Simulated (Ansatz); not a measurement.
**CH₆ClNSi: one species, many methods**

Aim: compute CH₆ClNSi with functionals from several rungs and with coupled cluster. The yardstick is the atomisation energy at the CCSD(T) limit.

Method: functionals in def2-TZVPP, the program's frozen cores in correlated methods; program: Ansatz 0.2.0, Gaussian basis.

The runs, in order: LDA (SPW92), PBE-D4, revPBE-D4, BLYP-D4, r2SCAN-D4, B97M-V, PBE0-D4, B3LYP-D4, r2SCANh-D4, r2SCAN0-D4, HSE06-D4, BHLYP-D4, CAM-B3LYP-D4, LC-ωPBE, ωB97X-V, ωB97M-V, B2PLYP, PBE-QIDH; CCSD(T)/def2-SVP; CCSD(T)/def2-TZVPP; MP2/def2-QZVPP; extrapolation to the limit; RPA on PBE.

### Step 1. Structure used throughout

An earlier PBE0-D4 in a triple-zeta def2 set relaxation fixed the geometry.

SMILES `NC[SiH2]Cl`, 10 atoms, charge 0, spin multiplicity 1.

Atoms are counted from 1 here; the program's logs count them from 0.

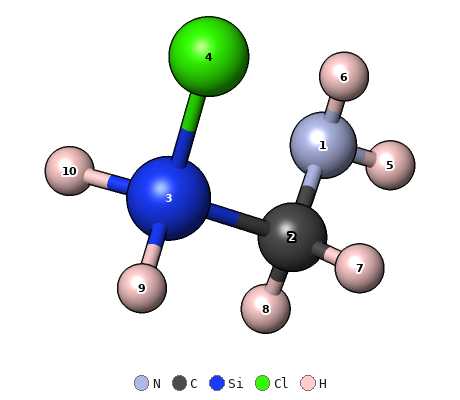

The geometry (nitrogen light blue, carbon dark grey, silicon blue, chlorine green, hydrogen pink); atoms are numbered from 1 in the order of the file.

### Step 2. LDA

This LDA is Slater exchange with PW92 correlation.

in.yaml

```yaml
crystal:
  periodic: [false, false, false]
  atoms:
    - {symbol: N, position_ang: [-1.432290, 0.416440, 0.172709]}
    - {symbol: C, position_ang: [-0.322037, 0.005402, -0.672303]}
    - {symbol: Si, position_ang: [1.110816, -0.588157, 0.373477]}
    - {symbol: Cl, position_ang: [1.661542, 0.945036, 1.644409]}
    - {symbol: H, position_ang: [-2.215316, 0.740304, -0.380219]}
    - {symbol: H, position_ang: [-1.157599, 1.176819, 0.781821]}
    - {symbol: H, position_ang: [0.041219, 0.768211, -1.379875]}
    - {symbol: H, position_ang: [-0.628743, -0.856965, -1.277935]}
    - {symbol: H, position_ang: [2.284698, -0.910257, -0.475290]}
    - {symbol: H, position_ang: [0.740810, -1.748034, 1.216207]}
basis:
  gaussian: {orbitals: def2-TZVPP}
hamiltonian: {xc: lda}
output: {orbitals: {seedname: orbitals}}
```

Command:

```console
$ ansatz run in.yaml --threads 2 --pin off --events-out ev --progress --plain --max-ram 4352MiB
```

What it wrote (excerpt; [...] marks lines left out):

```text
Functional definition: SPW92
  name "SPW92"
  cite "Dirac, Proc. Camb. Phil. Soc. 26, 376 (1930) doi:10.1017/S0305004100016108"
  cite "Slater, Phys. Rev. 81, 385 (1951) doi:10.1103/PhysRev.81.385"
  cite "Perdew & Wang, Phys. Rev. B 45, 13244 (1992) doi:10.1103/PhysRevB.45.13244"
[...]
1271 factors; their error is unknown
[...]
mean field -22932.91000053 eV, -842.7688980349 hartree, gradient 6.6e-5 eV, S^2 0.000000; 0 other end points of the search recorded, 0 dependent functions left out
reference -22932.91003899 eV, -842.7688994483 hartree; 25, 25 occupied and 205, 205 virtual orbitals, 1271 factors
Total energy: -22932.91003899 eV, -842.7688994483 hartree
```

Wall time 1.2 s (2 threads of INTEL XEON PLATINUM 8581C at 2.10GHz, shared host).

With the free atoms at this level, -22893.280 eV in sum, the atomisation energy is 3823.7 kJ/mol. HOMO -5.75 eV, LUMO -0.85 eV.

### Step 3. PBE-D4 (GGA)

Changes to in.yaml since step 2:

```diff
@@ -15,3 +15,3 @@
   gaussian: {orbitals: def2-TZVPP}
-hamiltonian: {xc: lda}
-output: {orbitals: {seedname: orbitals}}
+hamiltonian: {xc: pbe, dispersion: d4}
+output: {forces: true, orbitals: {seedname: orbitals}}
```

Same command.

What it wrote (excerpt; [...] marks lines left out):

```text
Functional definition: PBE
  name "PBE"
  cite "Perdew, Burke & Ernzerhof, Phys. Rev. Lett. 77, 3865 (1996) doi:10.1103/PhysRevLett.77.3865"
  parent pbe
[...]
1271 factors; their error is unknown
[...]
mean field -23015.38551222 eV, -845.7998171856 hartree, gradient 5.4e-5 eV, S^2 0.000000; 0 other end points of the search recorded, 0 dependent functions left out
[...]
Atom 6 at     0.041219     0.768211    -1.379875 Å, force     0.107827     0.143874    -0.173807 eV/Å
Atom 7 at    -0.628743    -0.856965    -1.277935 Å, force    -0.051978    -0.172906    -0.130641 eV/Å
Atom 8 at     2.284698    -0.910257    -0.475290 Å, force     0.132249    -0.043457    -0.100230 eV/Å
Atom 9 at     0.740810    -1.748034     1.216207 Å, force    -0.045797    -0.140288     0.094095 eV/Å
Dipole moment:    -0.177313     0.052411    -0.369035 e Å
```

Wall time 2.2 s (2 threads of INTEL XEON PLATINUM 8581C at 2.10GHz, shared host).

Atomisation energy: 3414.3 kJ/mol (free atoms -22980.210 eV, run apart). HOMO -5.64 eV, LUMO -0.59 eV.

### Step 4. revPBE-D4 (GGA)

Changes to in.yaml since step 3:

```diff
@@ -15,3 +15,3 @@
   gaussian: {orbitals: def2-TZVPP}
-hamiltonian: {xc: pbe, dispersion: d4}
-output: {forces: true, orbitals: {seedname: orbitals}}
+hamiltonian: {xc: {name: revPBE}, dispersion: d4}
+output: {orbitals: {seedname: orbitals}}
```

Launched as before.

What it wrote (excerpt; [...] marks lines left out):

```text
Functional definition: revPBE
  name "revPBE"
  cite "Zhang & Yang, Phys. Rev. Lett. 80, 890 (1998) doi:10.1103/PhysRevLett.80.890"
  cite "Perdew, Burke & Ernzerhof, Phys. Rev. Lett. 77, 3865 (1996) doi:10.1103/PhysRevLett.77.3865"
[...]
1271 factors; their error is unknown
[...]
mean field -23023.26468636 eV, -846.0893714942 hartree, gradient 2.8e-5 eV, S^2 0.000000; 0 other end points of the search recorded, 0 dependent functions left out
reference -23023.26473780 eV, -846.0893733848 hartree; 25, 25 occupied and 205, 205 virtual orbitals, 1271 factors
Total energy: -23023.90514660 eV, -846.1129079743 hartree
```

It took 1.6 s on 2 threads of INTEL XEON PLATINUM 8581C at 2.10GHz, shared host.

Atomisation energy: 3343.0 kJ/mol (free atoms -22989.258 eV, run apart). HOMO -5.59 eV, LUMO -0.48 eV.

### Step 5. BLYP-D4 (GGA)

Changes to in.yaml since step 4:

```diff
@@ -15,3 +15,3 @@
   gaussian: {orbitals: def2-TZVPP}
-hamiltonian: {xc: {name: revPBE}, dispersion: d4}
+hamiltonian: {xc: {name: BLYP}, dispersion: d4}
 output: {orbitals: {seedname: orbitals}}
```

The command is unchanged.

What it wrote (excerpt; [...] marks lines left out):

```text
Functional definition: BLYP
  name "BLYP"
  cite "Becke, Phys. Rev. A 38, 3098 (1988) doi:10.1103/PhysRevA.38.3098"
  cite "Lee, Yang & Parr, Phys. Rev. B 37, 785 (1988) doi:10.1103/PhysRevB.37.785"
[...]
1271 factors; their error is unknown
[...]
mean field -23026.58262368 eV, -846.2113034420 hartree, gradient 5.8e-5 eV, S^2 0.000000; 0 other end points of the search recorded, 0 dependent functions left out
reference -23026.58298739 eV, -846.2113168080 hartree; 25, 25 occupied and 205, 205 virtual orbitals, 1271 factors
Total energy: -23027.04806222 eV, -846.2284079928 hartree
```

Run time: 1.8 s. Hardware: 2 threads of INTEL XEON PLATINUM 8581C at 2.10GHz, shared host.

Atomisation energy: 3359.0 kJ/mol (free atoms -22992.235 eV, run apart). HOMO -5.54 eV, LUMO -0.47 eV.

### Step 6. r2SCAN-D4 (meta-GGA)

Changes to in.yaml since step 5:

```diff
@@ -15,3 +15,3 @@
   gaussian: {orbitals: def2-TZVPP}
-hamiltonian: {xc: {name: BLYP}, dispersion: d4}
-output: {orbitals: {seedname: orbitals}}
+hamiltonian: {xc: r2scan, dispersion: d4}
+output: {forces: true, orbitals: {seedname: orbitals}}
```

The command is unchanged.

What it wrote (excerpt; [...] marks lines left out):

```text
Functional definition: r2SCAN
  name "r2SCAN"
  cite "Furness, Kaplan, Ning, Perdew & Sun, J. Phys. Chem. Lett. 11, 8208 (2020) doi:10.1021/acs.jpclett.0c02405"
  cite "Furness, Kaplan, Ning, Perdew & Sun, J. Phys. Chem. Lett. 11, 9248 (2020) doi:10.1021/acs.jpclett.0c03077"
  parent r2scan
[...]
1271 factors; their error is unknown
[...]
Atom 6 at     0.041219     0.768211    -1.379875 Å, force     0.009422     0.008973    -0.030796 eV/Å
Atom 7 at    -0.628743    -0.856965    -1.277935 Å, force    -0.010370     0.014705    -0.009173 eV/Å
Atom 8 at     2.284698    -0.910257    -0.475290 Å, force    -0.026192    -0.004018     0.009819 eV/Å
Atom 9 at     0.740810    -1.748034     1.216207 Å, force     0.002199     0.013386    -0.021096 eV/Å
Dipole moment:    -0.176865     0.045810    -0.379770 e Å
```

Run time: 3.5 s. Hardware: 2 threads of INTEL XEON PLATINUM 8581C at 2.10GHz, shared host.

Atomisation energy: 3369.0 kJ/mol (free atoms -22990.130 eV, run apart). HOMO -5.95 eV, LUMO -0.16 eV.

### Step 7. B97M-V (meta-GGA)

Changes to in.yaml since step 6:

```diff
@@ -15,3 +15,3 @@
   gaussian: {orbitals: def2-TZVPP}
-hamiltonian: {xc: r2scan, dispersion: d4}
-output: {forces: true, orbitals: {seedname: orbitals}}
+hamiltonian: {xc: {name: B97M-V}}
+output: {orbitals: {seedname: orbitals}}
```

Launched as before.

What it wrote (excerpt; [...] marks lines left out):

```text
Functional definition: B97M-V
  name "B97M-V"
  cite "Mardirossian & Head-Gordon, J. Chem. Phys. 142, 074111 (2015) doi:10.1063/1.4907719"
  cite "Becke, J. Chem. Phys. 107, 8554 (1997) doi:10.1063/1.475007"
  cite "Vydrov & Van Voorhis, J. Chem. Phys. 133, 244103 (2010) doi:10.1063/1.3521275"
  # Of w^i u^j: cxij and so on, Table III.
[...]
  gx(w, u) = cx00 + cx01*u + cx02*u^2 + (cx10 + cx11*u)*w
[...]
  gos(w, u) = cos00 + cos01*u + cos03*u^3 + cos10*w + cos32*w^3*u^2
[...]
      + integral(e_c_pw_mod_opposite_spin*gos(b97_w_opposite, b97_u_opposite)) + vv10(b, c)
1271 factors; their error is unknown
[...]
mean field -23022.59537057 eV, -846.0647745929 hartree, gradient 3.5e-5 eV, S^2 0.000000; 0 other end points of the search recorded, 0 dependent functions left out
reference -23022.59542987 eV, -846.0647767720 hartree; 25, 25 occupied and 205, 205 virtual orbitals, 1271 factors
Total energy: -23022.59542987 eV, -846.0647767720 hartree
```

It took 7 s on 2 threads of INTEL XEON PLATINUM 8581C at 2.10GHz, shared host.

Atomisation energy: 3383.9 kJ/mol (free atoms -22987.524 eV, run apart). HOMO -6.14 eV, LUMO -0.32 eV.

### Step 8. PBE0-D4 (hybrid)

Changes to in.yaml since step 7:

```diff
@@ -15,3 +15,3 @@
   gaussian: {orbitals: def2-TZVPP}
-hamiltonian: {xc: {name: B97M-V}}
+hamiltonian: {xc: pbe0, dispersion: d4}
 output: {orbitals: {seedname: orbitals}}
```

Its log isn't repeated here (it stands with the study of this molecule's fields); it ends on a total energy of -23017.740116 eV.

With the free atoms at this level, -22982.800 eV in sum, the atomisation energy is 3371.2 kJ/mol. HOMO -7.13 eV, LUMO 0.31 eV.

### Step 9. B3LYP-D4 (hybrid)

B3LYP here takes the VWN-RPA correlation.

Changes to in.yaml since step 8:

```diff
@@ -15,3 +15,3 @@
   gaussian: {orbitals: def2-TZVPP}
-hamiltonian: {xc: pbe0, dispersion: d4}
-output: {orbitals: {seedname: orbitals}}
+hamiltonian: {xc: {name: B3LYP}, dispersion: d4}
+output: {forces: true, orbitals: {seedname: orbitals}}
```

Same command.

What it wrote (excerpt; [...] marks lines left out):

```text
Functional definition: B3LYP
  name "B3LYP"
  cite "Stephens, Devlin, Chabalowski & Frisch, J. Phys. Chem. 98, 11623 (1994) doi:10.1021/j100096a001"
  cite "Becke, Phys. Rev. A 38, 3098 (1988) doi:10.1103/PhysRevA.38.3098"
  cite "Lee, Yang & Parr, Phys. Rev. B 37, 785 (1988) doi:10.1103/PhysRevB.37.785"
  cite "Vosko, Wilk & Nusair, Can. J. Phys. 58, 1200 (1980) doi:10.1139/p80-159"
[...]
1293 factors; their error is unknown
[...]
Atom 6 at     0.041219     0.768211    -1.379875 Å, force    -0.030970    -0.034248     0.026483 eV/Å
Atom 7 at    -0.628743    -0.856965    -1.277935 Å, force     0.001587     0.062003     0.015514 eV/Å
Atom 8 at     2.284698    -0.910257    -0.475290 Å, force    -0.078246     0.009600     0.050768 eV/Å
Atom 9 at     0.740810    -1.748034     1.216207 Å, force     0.024787     0.065712    -0.064477 eV/Å
Dipole moment:    -0.165138     0.038732    -0.381880 e Å
```

It took 4.2 s on 2 threads of INTEL XEON PLATINUM 8581C at 2.10GHz, shared host; peak memory 0.62 GiB.

Atomisation energy: 3376.0 kJ/mol (free atoms -22994.587 eV, run apart). HOMO -6.89 eV, LUMO 0.07 eV.

### Step 10. r2SCANh-D4 (hybrid)

Changes to in.yaml since step 9:

```diff
@@ -15,3 +15,3 @@
   gaussian: {orbitals: def2-TZVPP}
-hamiltonian: {xc: {name: B3LYP}, dispersion: d4}
-output: {forces: true, orbitals: {seedname: orbitals}}
+hamiltonian: {xc: {name: r2SCANh}, dispersion: d4}
+output: {orbitals: {seedname: orbitals}}
```

Launched as before.

What it wrote (excerpt; [...] marks lines left out):

```text
Functional definition: r2SCANh
  name "r2SCANh"
  cite "Bursch, Neugebauer, Ehlert & Grimme, J. Chem. Phys. 156, 134105 (2022) doi:10.1063/5.0086040"
  cite "Furness, Kaplan, Ning, Perdew & Sun, J. Phys. Chem. Lett. 11, 8208 (2020) doi:10.1021/acs.jpclett.0c02405"
  cite "Furness, Kaplan, Ning, Perdew & Sun, J. Phys. Chem. Lett. 11, 9248 (2020) doi:10.1021/acs.jpclett.0c03077"
  parent r2scan
[...]
1271 factors; their error is unknown
[...]
mean field -23024.81599989 eV, -846.1463812152 hartree, gradient 1.3e-5 eV, S^2 0.000000; 0 other end points of the search recorded, 0 dependent functions left out
reference -23024.81601076 eV, -846.1463816148 hartree; 25, 25 occupied and 205, 205 virtual orbitals, 1271 factors
Total energy: -23024.87041707 eV, -846.1483810096 hartree
```

Run time: 4.5 s. Hardware: 2 threads of INTEL XEON PLATINUM 8581C at 2.10GHz, shared host; peak memory 0.56 GiB.

Atomisation energy: 3353.3 kJ/mol (free atoms -22990.116 eV, run apart). HOMO -6.51 eV, LUMO 0.14 eV.

### Step 11. r2SCAN0-D4 (hybrid)

Changes to in.yaml since step 10:

```diff
@@ -15,3 +15,3 @@
   gaussian: {orbitals: def2-TZVPP}
-hamiltonian: {xc: {name: r2SCANh}, dispersion: d4}
+hamiltonian: {xc: {name: r2SCAN0}, dispersion: d4}
 output: {orbitals: {seedname: orbitals}}
```

Launched as before.

What it wrote (excerpt; [...] marks lines left out):

```text
Functional definition: r2SCAN0
  name "r2SCAN0"
  cite "Bursch, Neugebauer, Ehlert & Grimme, J. Chem. Phys. 156, 134105 (2022) doi:10.1063/5.0086040"
  cite "Furness, Kaplan, Ning, Perdew & Sun, J. Phys. Chem. Lett. 11, 8208 (2020) doi:10.1021/acs.jpclett.0c02405"
  cite "Furness, Kaplan, Ning, Perdew & Sun, J. Phys. Chem. Lett. 11, 9248 (2020) doi:10.1021/acs.jpclett.0c03077"
  parent r2scan
[...]
1305 factors; their error is unknown
[...]
mean field -23024.56912964 eV, -846.1373089007 hartree, gradient 4.7e-5 eV, S^2 0.000000; 0 other end points of the search recorded, 0 dependent functions left out
reference -23024.56913906 eV, -846.1373092469 hartree; 25, 25 occupied and 205, 205 virtual orbitals, 1305 factors
Total energy: -23024.62937159 eV, -846.1395227515 hartree
```

Run time: 3.9 s. Hardware: 2 threads of INTEL XEON PLATINUM 8581C at 2.10GHz, shared host; peak memory 0.56 GiB.

Atomisation energy: 3330.9 kJ/mol (free atoms -22990.107 eV, run apart). HOMO -7.34 eV, LUMO 0.57 eV.

### Step 12. HSE06-D4 (hybrid)

HSE06 is the plane-wave form, built on full-range PBE exchange.

Changes to in.yaml since step 11:

```diff
@@ -15,3 +15,3 @@
   gaussian: {orbitals: def2-TZVPP}
-hamiltonian: {xc: {name: r2SCAN0}, dispersion: d4}
+hamiltonian: {xc: hse06, dispersion: d4}
 output: {orbitals: {seedname: orbitals}}
```

The command is unchanged.

What it wrote (excerpt; [...] marks lines left out):

```text
Functional definition: HSE06
  name "HSE06"
  cite "Heyd, Scuseria & Ernzerhof, J. Chem. Phys. 118, 8207 (2003) doi:10.1063/1.1564060"
  cite "Krukau, Vydrov, Izmaylov & Scuseria, J. Chem. Phys. 125, 224106 (2006) doi:10.1063/1.2404663"
  cite "Heyd & Scuseria, J. Chem. Phys. 120, 7274 (2004) doi:10.1063/1.1668634"
  cite "Ernzerhof & Perdew, J. Chem. Phys. 109, 3313 (1998) doi:10.1063/1.476928"
[...]
1305 factors; their error is unknown
110 factors; integrals over basis functions are off by at most 4.3e-7 eV
[...]
mean field -23017.01950374 eV, -845.8598652662 hartree, gradient 5.6e-5 eV, S^2 0.000000; 0 other end points of the search recorded, 0 dependent functions left out
reference -23017.01954511 eV, -845.8598667866 hartree; 25, 25 occupied and 205, 205 virtual orbitals, 1305 factors
Total energy: -23017.18562987 eV, -845.8659702890 hartree
```

Run time: 3.2 s. Hardware: 2 threads of INTEL XEON PLATINUM 8581C at 2.10GHz, shared host; peak memory 0.57 GiB.

Atomisation energy: 3373.4 kJ/mol (free atoms -22982.223 eV, run apart). HOMO -6.72 eV, LUMO -0.07 eV.

### Step 13. BHLYP-D4 (hybrid)

Changes to in.yaml since step 12:

```diff
@@ -15,3 +15,3 @@
   gaussian: {orbitals: def2-TZVPP}
-hamiltonian: {xc: hse06, dispersion: d4}
+hamiltonian: {xc: {name: BHLYP}, dispersion: d4}
 output: {orbitals: {seedname: orbitals}}
```

The command is unchanged.

What it wrote (excerpt; [...] marks lines left out):

```text
Functional definition: BHLYP
  name "BHLYP"
  cite "Becke, J. Chem. Phys. 98, 1372 (1993) doi:10.1063/1.464304"
  cite "Becke, Phys. Rev. A 38, 3098 (1988) doi:10.1103/PhysRevA.38.3098"
  cite "Lee, Yang & Parr, Phys. Rev. B 37, 785 (1988) doi:10.1103/PhysRevB.37.785"
[...]
1398 factors; their error is unknown
[...]
mean field -23026.53305289 eV, -846.2094817489 hartree, gradient 2.0e-5 eV, S^2 0.000000; 0 other end points of the search recorded, 0 dependent functions left out
reference -23026.53323728 eV, -846.2094885251 hartree; 25, 25 occupied and 205, 205 virtual orbitals, 1398 factors
Total energy: -23026.79411679 eV, -846.2190756705 hartree
```

Run time: 2.8 s. Hardware: 2 threads of INTEL XEON PLATINUM 8581C at 2.10GHz, shared host; peak memory 0.56 GiB.

Atomisation energy: 3297.9 kJ/mol (free atoms -22992.614 eV, run apart). HOMO -8.55 eV, LUMO 1.18 eV.

### Step 14. CAM-B3LYP-D4 (range-separated)

Changes to in.yaml since step 13:

```diff
@@ -15,3 +15,3 @@
   gaussian: {orbitals: def2-TZVPP}
-hamiltonian: {xc: {name: BHLYP}, dispersion: d4}
+hamiltonian: {xc: {name: CAM-B3LYP}, dispersion: d4}
 output: {orbitals: {seedname: orbitals}}
```

Same command.

What it wrote (excerpt; [...] marks lines left out):

```text
Functional definition: CAM-B3LYP
  name "CAM-B3LYP"
  cite "Yanai, Tew & Handy, Chem. Phys. Lett. 393, 51 (2004) doi:10.1016/j.cplett.2004.06.011"
  cite "Iikura, Tsuneda, Yanai & Hirao, J. Chem. Phys. 115, 3540 (2001) doi:10.1063/1.1383587"
  cite "Becke, Phys. Rev. A 38, 3098 (1988) doi:10.1103/PhysRevA.38.3098"
  cite "Lee, Yang & Parr, Phys. Rev. B 37, 785 (1988) doi:10.1103/PhysRevB.37.785"
[...]
  # Exact exchange under (alpha + beta erf(omega r))/r, Becke's under what is left of 1/r.
[...]
1293 factors; their error is unknown
312 factors; integrals over basis functions are off by at most 1.4e-5 eV
[...]
mean field -23027.34776857 eV, -846.2394219979 hartree, gradient 6.7e-5 eV, S^2 0.000000; 0 other end points of the search recorded, 0 dependent functions left out
reference -23027.34790055 eV, -846.2394268484 hartree; 25, 25 occupied and 205, 205 virtual orbitals, 1293 factors
Total energy: -23027.52879584 eV, -846.2460746275 hartree
```

Run time: 3.2 s. Hardware: 2 threads of INTEL XEON PLATINUM 8581C at 2.10GHz, shared host; peak memory 0.61 GiB.

With the free atoms at this level, -22992.413 eV in sum, the atomisation energy is 3388.2 kJ/mol. HOMO -8.58 eV, LUMO 1.30 eV.

### Step 15. LC-ωPBE (range-separated)

Changes to in.yaml since step 14:

```diff
@@ -15,3 +15,3 @@
   gaussian: {orbitals: def2-TZVPP}
-hamiltonian: {xc: {name: CAM-B3LYP}, dispersion: d4}
+hamiltonian: {xc: {name: LC-wPBE}}
 output: {orbitals: {seedname: orbitals}}
```

The command is unchanged.

What it wrote (excerpt; [...] marks lines left out):

```text
Functional definition: LC-wPBE
  name "LC-wPBE"
  cite "Vydrov & Scuseria, J. Chem. Phys. 125, 234109 (2006) doi:10.1063/1.2409292"
  cite "Heyd & Scuseria, J. Chem. Phys. 120, 7274 (2004) doi:10.1063/1.1668634"
  cite "Ernzerhof & Perdew, J. Chem. Phys. 109, 3313 (1998) doi:10.1063/1.476928"
  cite "Perdew, Burke & Ernzerhof, Phys. Rev. Lett. 77, 3865 (1996) doi:10.1103/PhysRevLett.77.3865"
  parent pbe
[...]
1271 factors; their error is unknown
385 factors; integrals over basis functions are off by at most 2.6e-5 eV
[...]
mean field -23020.77197445 eV, -845.9977660215 hartree, gradient 1.9e-5 eV, S^2 0.000000; 0 other end points of the search recorded, 0 dependent functions left out
reference -23020.77197446 eV, -845.9977660217 hartree; 25, 25 occupied and 205, 205 virtual orbitals, 1271 factors
Total energy: -23020.77197446 eV, -845.9977660217 hartree
```

It took 2.5 s on 2 threads of INTEL XEON PLATINUM 8581C at 2.10GHz, shared host.

Atomisation energy: 3351.3 kJ/mol (free atoms -22986.039 eV, run apart). HOMO -9.97 eV, LUMO 2.52 eV.

### Step 16. ωB97X-V (range-separated)

Changes to in.yaml since step 15:

```diff
@@ -15,3 +15,3 @@
   gaussian: {orbitals: def2-TZVPP}
-hamiltonian: {xc: {name: LC-wPBE}}
+hamiltonian: {xc: {name: wB97X-V}}
 output: {orbitals: {seedname: orbitals}}
```

Launched as before.

What it wrote (excerpt; [...] marks lines left out):

```text
Functional definition: wB97X-V
  name "wB97X-V"
  cite "Mardirossian & Head-Gordon, Phys. Chem. Chem. Phys. 16, 9904 (2014) doi:10.1039/C3CP54374A"
  cite "Becke, J. Chem. Phys. 107, 8554 (1997) doi:10.1063/1.475007"
  cite "Vydrov & Van Voorhis, J. Chem. Phys. 133, 244103 (2010) doi:10.1063/1.3521275"
[...]
      + integral(e_c_pw_opposite_spin*poly(b97_u_opposite, cos0, cos1)) + vv10(b, c)
1290 factors; their error is unknown
288 factors; integrals over basis functions are off by at most 1.8e-5 eV
[...]
mean field -23024.27181336 eV, -846.1263827289 hartree, gradient 2.0e-5 eV, S^2 0.000000; 0 other end points of the search recorded, 0 dependent functions left out
reference -23024.27181138 eV, -846.1263826563 hartree; 25, 25 occupied and 205, 205 virtual orbitals, 1290 factors
Total energy: -23024.27181138 eV, -846.1263826563 hartree
```

Run time: 6 s. Hardware: 2 threads of INTEL XEON PLATINUM 8581C at 2.10GHz, shared host; peak memory 0.65 GiB.

With the free atoms at this level, -22989.068 eV in sum, the atomisation energy is 3396.7 kJ/mol. HOMO -9.62 eV, LUMO 2.36 eV.

### Step 17. ωB97M-V (range-separated)

Changes to in.yaml since step 16:

```diff
@@ -15,3 +15,3 @@
   gaussian: {orbitals: def2-TZVPP}
-hamiltonian: {xc: {name: wB97X-V}}
-output: {orbitals: {seedname: orbitals}}
+hamiltonian: {xc: {name: wB97M-V}}
+output: {forces: true, orbitals: {seedname: orbitals}}
```

The command is unchanged.

What it wrote (excerpt; [...] marks lines left out):

```text
Functional definition: wB97M-V
  name "wB97M-V"
  cite "Mardirossian & Head-Gordon, J. Chem. Phys. 144, 214110 (2016) doi:10.1063/1.4952647"
  cite "Becke, J. Chem. Phys. 107, 8554 (1997) doi:10.1063/1.475007"
  cite "Vydrov & Van Voorhis, J. Chem. Phys. 133, 244103 (2010) doi:10.1063/1.3521275"
  # Of w^i u^j: cxij and so on, Table III.
[...]
  gx(w, u) = 1 - cx + cx01*u + cx10*w
[...]
Atom 6 at     0.041219     0.768211    -1.379875 Å, force    -0.045919    -0.064023     0.070758 eV/Å
Atom 7 at    -0.628743    -0.856965    -1.277935 Å, force     0.021106     0.073323     0.043893 eV/Å
Atom 8 at     2.284698    -0.910257    -0.475290 Å, force    -0.142152     0.035064     0.099506 eV/Å
Atom 9 at     0.740810    -1.748034     1.216207 Å, force     0.041777     0.136731    -0.105356 eV/Å
Dipole moment:    -0.162766     0.042706    -0.383390 e Å
```

Run time: 9 s. Hardware: 2 threads of INTEL XEON PLATINUM 8581C at 2.10GHz, shared host; peak memory 0.78 GiB.

With the free atoms at this level, -22990.392 eV in sum, the atomisation energy is 3393.5 kJ/mol. HOMO -9.53 eV, LUMO 2.04 eV.

[end of part 1 of 2]
